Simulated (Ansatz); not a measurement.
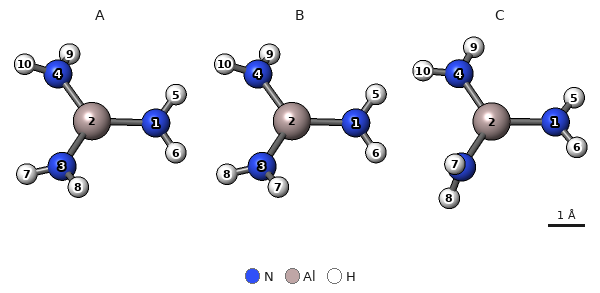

3 geometries from a converged minimum-energy path of AlN$_{3}$H$_{6}$, shuffled. Style: ball-and-stick. Shown at a tilt.

Method: Ansatz, RKS PBE0-D4/6-31G. Settings: 5 movable images; climbing image; force threshold 0.05 eV/Å; iteration limit 60; starting path by image-dependent pair potential.

**Which frame is the top of the path?**

C. In order along the path, whose images run from 0 to 6: A (image 0, 0.000 eV), C (image 3, +0.116 eV), B (image 6, 0.000 eV). The motion is a rotation about the Al2–N3 bond by about 180°. No bond forms or breaks between the ends. Among the angles between lasting bonds that change up to the highest image: N1–Al2–N4 120.0° → 117.1°.

Limits of the set-up: the basis has no polarisation functions, which atoms past neon need.

The run took 3.1 min on 1 thread of Intel(R) Xeon(R) Processor @ 2.50GHz (Skylake/Cascade Lake), with other jobs on the host, peak memory 0.13 GiB.
